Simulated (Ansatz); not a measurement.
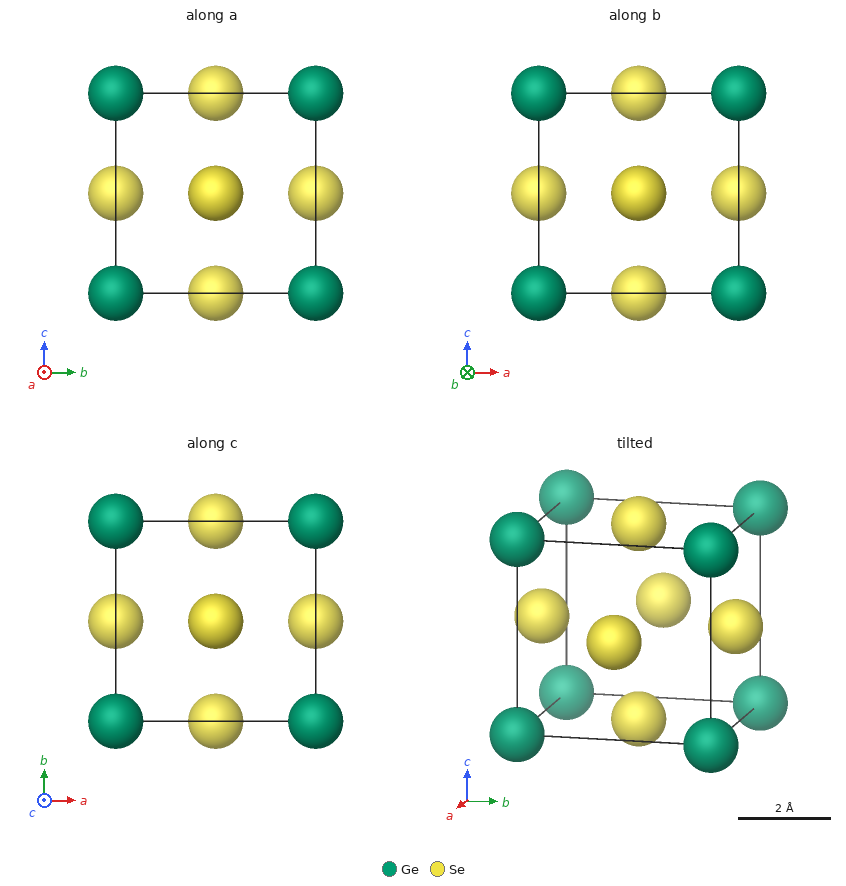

Crystal structure, spheres-only style, seen along the a axis, along the b axis, along the c axis and slightly off an axis. Atoms at the boundary of the conventional unit cell (the box) are drawn once for each face, edge or corner they touch.

Lattice parameters: a = 4.379 Å, b = 4.379 Å, c = 4.379 Å, α = 90.00°, β = 90.00°, γ = 90.00°. Put a along x and b in the xy plane.

Question: Set out the cell and atoms as a POSCAR file.

Answer:
```
Ge Se
1.0
     4.379    0.000    0.000
     0.000    4.379    0.000
     0.000    0.000    4.379
Ge Se
1 3
Direct
  0.0000 0.0000 0.0000
  0.0000 0.5000 0.5000
  0.5000 0.0000 0.5000
  0.5000 0.5000 0.0000
```

The structure was taken from a structure type filled with these elements by a generator (whether the compound takes this form wasn't checked). The geometry was optimised with DFT PBE, scalar-relativistic, plane waves, PAW in Ansatz 0.2.0.
